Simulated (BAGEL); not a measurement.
# HF/3-21G (density fitting with qzvpp-jkfit) run of GeS (germanium sulfide)

Aim: the energy change on altering one bond length of GeS (germanium sulfide) at HF/3-21G (density fitting with qzvpp-jkfit), from 2 runs. 

The results are computed with BAGEL 1.2.2.

3 further runs of the same task are left out: 1 that didn't finish, 2 set aside as unsound or not needed. Runs told in other sessions of the task aren't counted.

### Step 1. The system as given

The species is GeS (2 atoms), meant as a singlet with charge 0. SMILES: `[S+]#[Ge-]`. The bond length is the measured one.

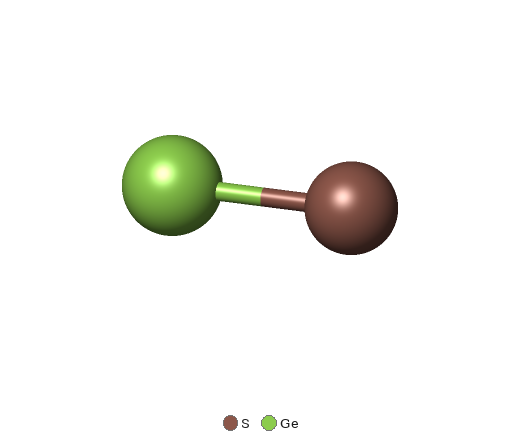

Viewed from a chosen angle; sulfur brown, germanium green.

### Step 2. The energy at HF/3-21G (density fitting with qzvpp-jkfit)

The input, input.json:

```json
{ "bagel" : [

{
  "title" : "molecule",
  "basis" : "3-21g",
  "df_basis" : "qzvpp-jkfit",
  "angstrom" : true,
  "geometry" : [
    { "atom" : "S", "xyz" : [    0.000000,    0.000000,    0.000000 ] },
    { "atom" : "Ge", "xyz" : [    0.000000,    0.000000,    2.012086 ] }
  ]
},
{
  "title" : "hf",
  "charge" : 0
},
{
  "title" : "print",
  "file" : "orbitals.molden",
  "orbitals" : true
}

]}
```

Launch:

```sh
BAGEL_NUM_THREADS=1 BAGEL input.json > input.out
```

Standard output:

```text
* using 1 threads per process

  ===============================================================
  ===============================================================

  *** Geometry ***

  { "atom" : "S", "xyz" : [      0.000000,      0.000000,      0.000000 ] },
  { "atom" : "Ge", "xyz" : [      0.000000,      0.000000,      3.802291 ] },

  Number of auxiliary basis functions:      394

  Since a DF basis is specified, we compute 2- and 3-index integrals:
    o Being stored without compression. Storage requirement is 0.004 GB

  Number of basis functions:       35
  Number of electrons      :       48

    * METHOD: MOLECULE                             0.15

  *** RHF ***

  === Nuclear Repulsion ===
   134.6556418876

      * DIIS with orbital gradients will be used.

  === RHF iteration (3-21g) ===
      0      -2460.84493003          0.01773604           0.04
      1      -2460.85986484          0.01998138           0.03
      2      -2460.92900326          0.00093845           0.03
      3      -2460.92933115          0.00016064           0.03
      4      -2460.92934090          0.00002522           0.03
      5      -2460.92934129          0.00001002           0.03
      6      -2460.92934137          0.00000254           0.03
      7      -2460.92934137          0.00000038           0.03
      8      -2460.92934137          0.00000005           0.03
      9      -2460.92934137          0.00000002           0.03
     10      -2460.92934137          0.00000000           0.03
    * SCF iteration converged.

    * Permanent dipole moment:
           (    0.000000,     0.000000,    -1.431454) a.u.

    * METHOD: HF                                   0.55

    * METHOD: PRINT                                0.01

  ===============================================================
```

Wall time 1.1 s (1 thread of Intel Xeon Platinum 8259CL at 2.50GHz (Skylake/Cascade Lake), shared host); peak memory 0.14 GiB.

### Step 3. The distorted shape at the same level

The input, input.json:

```json
{ "bagel": [

{
  "title": "molecule",
  "basis": "3-21g",
  "df_basis": "qzvpp-jkfit",
  "angstrom": true,
  "geometry": [
    { "atom": "S", "xyz": [       0.000000,       0.000000,      -1.006014 ] },
    { "atom": "Ge", "xyz": [       0.000000,       0.000000,       2.012086 ] }
  ]
},

{ "title": "hf" },

{ "title": "print", "file": "orbitals.molden", "orbitals": true }

]}
```

Launch:

```sh
BAGEL_NUM_THREADS=1 BAGEL input.json > input.out
```

Standard output:

```text
* using 1 threads per process

  ===============================================================
  ===============================================================

  *** Geometry ***

  { "atom" : "S", "xyz" : [      0.000000,      0.000000,     -1.901091 ] },
  { "atom" : "Ge", "xyz" : [      0.000000,      0.000000,      3.802291 ] },

  Number of auxiliary basis functions:      394

  Since a DF basis is specified, we compute 2- and 3-index integrals:
    o Being stored without compression. Storage requirement is 0.004 GB

  Number of basis functions:       35
  Number of electrons      :       48

    * METHOD: MOLECULE                             0.21

  *** RHF ***

  === Nuclear Repulsion ===
    89.7712905017

      * DIIS with orbital gradients will be used.

  === RHF iteration (3-21g) ===
      0      -2460.44994787          0.02695636           0.03
      1      -2457.58418448          0.08642082           0.03
      2      -2460.74051011          0.01250141           0.03
      3      -2460.73818505          0.01379527           0.03
      4      -2460.73781773          0.01398411           0.03
      5      -2460.74303813          0.01328750           0.03
      6      -2460.78191804          0.00517476           0.03
      7      -2460.78910982          0.00026501           0.03
      8      -2460.78912213          0.00019390           0.03
      9      -2460.78914413          0.00015405           0.03
     10      -2460.78918379          0.00002472           0.03
     11      -2460.78918466          0.00000192           0.03
     12      -2460.78918466          0.00000055           0.03
     13      -2460.78918466          0.00000012           0.04
     14      -2460.78918466          0.00000003           0.02
     15      -2460.78918466          0.00000000           0.03
    * SCF iteration converged.

    * Permanent dipole moment:
           (   -0.000000,     0.000000,    -2.624709) a.u.

    * METHOD: HF                                   0.70

    * METHOD: PRINT                                0.00

  ===============================================================
```

Run time: 1.3 s. Hardware: 1 thread of Intel Xeon Platinum 8259CL at 2.50GHz (Skylake/Cascade Lake), shared host; peak memory 0.14 GiB.

### Step 4. What came out

At HF/3-21G (density fitting with qzvpp-jkfit):

| quantity | value |
| --- | --- |
| first shape: total energy | -2460.92934 Eh |
| first shape: dipole moment | 3.64 D |
| first shape: HOMO energy | -10.24 eV |
| first shape: LUMO energy | 0.35 eV |
| first shape: HOMO–LUMO gap | 10.58 eV |
| distorted shape: total energy | -2460.78918 Eh |
| distorted shape: dipole moment | 6.67 D |
| distorted shape: HOMO energy | -8.18 eV |
| distorted shape: LUMO energy | -1.21 eV |
| distorted shape: HOMO–LUMO gap | 6.97 eV |
| energy change with the S1–Ge2 bond stretched from 2.012 to 3.018 Å | 3.814 eV |

With the S1–Ge2 bond stretched from 2.012 to 3.018 Å the energy rises by 3.81 eV (88 kcal/mol). The first shape isn't relaxed at this level, so the change isn't measured from a minimum. A restricted reference can't describe the breaking bond well at this length.
